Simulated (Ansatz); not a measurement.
# H6N2Si···PH3: what the fields show

Input file:

```
crystal:
  periodic: [false, false, false]
  atoms:
    - { symbol: Si, position_ang: [-0.224502, 0.02653, 0.007223] }
    - { symbol: H, position_ang: [-0.453116, -0.03557, 1.46098] }
    - { symbol: H, position_ang: [1.246926, 0.059383, -0.224328] }
    - { symbol: "N", position_ang: [-0.763732, 1.445526, -0.813799] }
    - { symbol: H, position_ang: [-1.715342, 1.76935, -0.683772] }
    - { symbol: H, position_ang: [-0.129082, 2.210797, -0.999542] }
    - { symbol: "N", position_ang: [-1.182958, -1.251267, -0.632829] }
    - { symbol: H, position_ang: [-1.389588, -2.093603, -0.112403] }
    - { symbol: H, position_ang: [-1.204811, -1.416247, -1.631] }
    - { symbol: P, position_ang: [1.503557, -2.590257, 1.340762] }
    - { symbol: H, position_ang: [0.455802, -3.287791, 0.676931] }
    - { symbol: H, position_ang: [1.942602, -1.966944, 0.145486] }
    - { symbol: H, position_ang: [0.655844, -1.515007, 1.717191] }
basis:
  gaussian: { orbitals: "6-31G*" }
hamiltonian:
  xc: r2scan
  dispersion: d4
relax:
  f_tol: 0.03
  max_steps: 50
output:
  orbitals: {}
```

Launched as:

```sh
ansatz run input.yaml --threads 2 --pin off --max-ram 3072MiB --backend cpu --events-out ev --progress --plain --runs-dir out
```

The fields are those of the run's last geometry, not of the input's.

These are results of RKS r2SCAN-D4/6-31G* in Ansatz, not measurements.

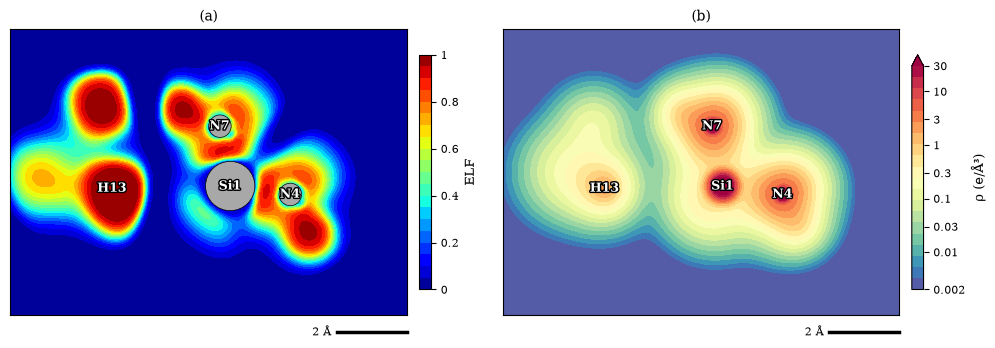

Figure 1. (a) electron localisation function; (b) total electron density on the plane of atoms N4, Si1 and N7. Grey discs cover the atomic cores in the ELF map.

Question: Read the bonding off the picture.

Answer: The plane passes through Si, N and H nuclei. Si1···H13 (3.35 Å): the density falls to about 0.03 e/Å³ on the way; the ELF dips to about 0 between them; a non-bonded, intermolecular contact. Si–N (1.72 Å): the density is about 1.1 e/Å³ at the midpoint; the ELF peaks at about 0.90 between the atoms: a shared but strongly polarised pair.

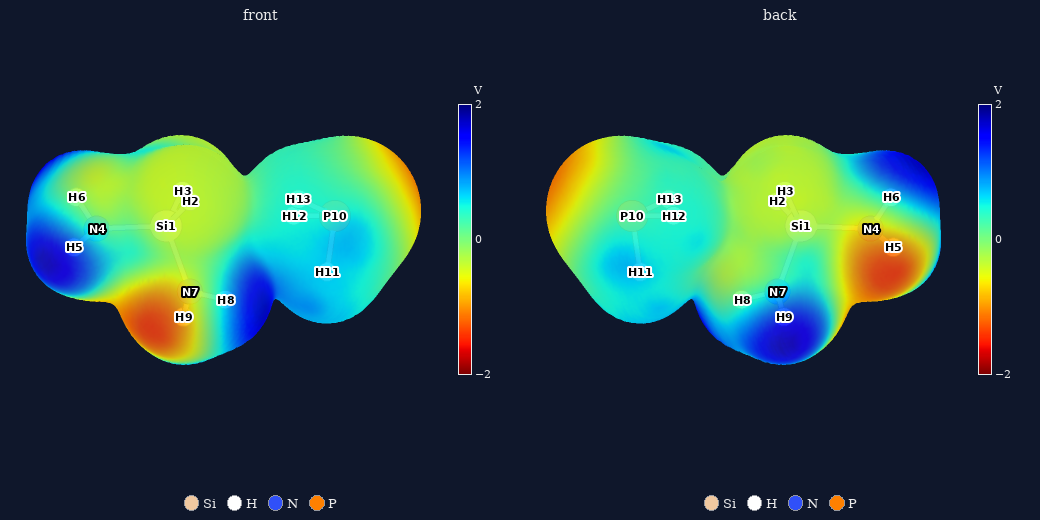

Figure 2. The molecular electrostatic potential painted on the density surface at 0.002 e/bohr³, seen from the front and from behind; the colour scale runs from red (negative) to blue (positive).

Question: Which sites attract a positive test charge, and which a negative one?

Answer: A positive charge is drawn to the negative regions and a negative charge to the positive ones. The most negative region (about −1.3 V, or −30 kcal/mol for a unit charge) lies over N4 and N7, the most positive (about +1.7 V, or +39 kcal/mol for a unit charge) over H5, H6, H8 and H9.

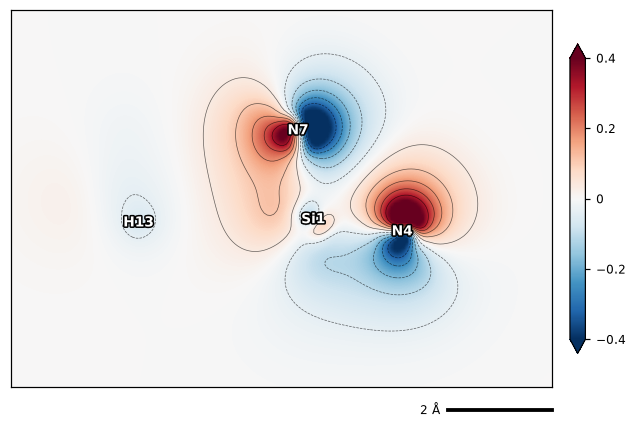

Figure 3. The HOMO on the plane of atoms N4, Si1 and N7 (values in Å⁻³ᐟ²; the overall sign is arbitrary).

Question: Where does this orbital lie, and at what energy?

Answer: It lies mainly on N7 (about 30 %), N4 (about 30 %), Si1 (about 15 %), H2 (about 5 %) and H3 (about 5 %). Its energy is −5.90 eV.
